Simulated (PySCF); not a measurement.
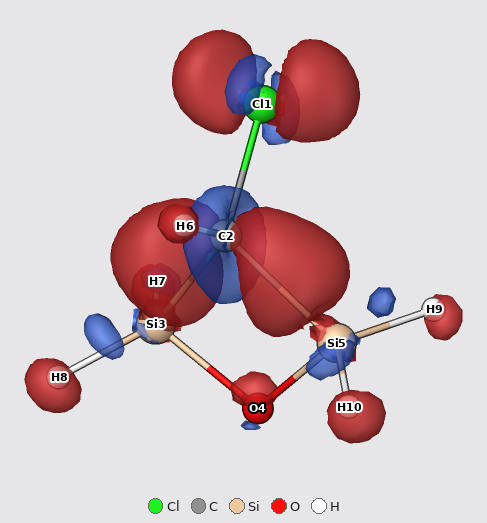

*CH$_{5}$ClOSi$_{2}$, SMILES `ClC1[SiH2]O[SiH2]1`. Fukui function f⁻ = ρ(N) − ρ(N−1) at fixed geometry, surfaces at ±0.04 e/Å³ (red positive, blue negative).*

Level of theory: HF/aug-cc-pVDZ (PySCF), at a geometry from GFN2-xTB. No frequency check shows the geometry to be a minimum. GFN2-xTB bond lengths at metals and heavier atoms can be off by up to 0.1 Å and shapes distorted, which carries into these values.

Geometry (Å), atoms numbered from 1:

```
Cl1      2.0986   -0.0004   -0.1636
C2       0.5062   -0.0005    0.6420
Si3     -0.7777    1.2996    0.0138
O4      -1.7496    0.0004   -0.3576
Si5     -0.7789   -1.2991    0.0137
H6       0.7190   -0.0009    1.7091
H7      -0.3933    1.9887   -1.2033
H8      -1.4262    2.0843    1.0503
H9      -0.3951   -1.9884   -1.2034
H10     -1.4281   -2.0833    1.0501
```

**Which atoms respond most to the removal of an electron?**

f⁻ (Hirshfeld-condensed) is largest on Cl1 (0.30); the vertical ionisation energy is 9.16 eV (the stability of the cation's solution wasn't checked). Condensed values hint at sites of electrophilic attack but needn't mark the atom that reacts. Orbital relaxation makes it negative in places (0.29 e in all).
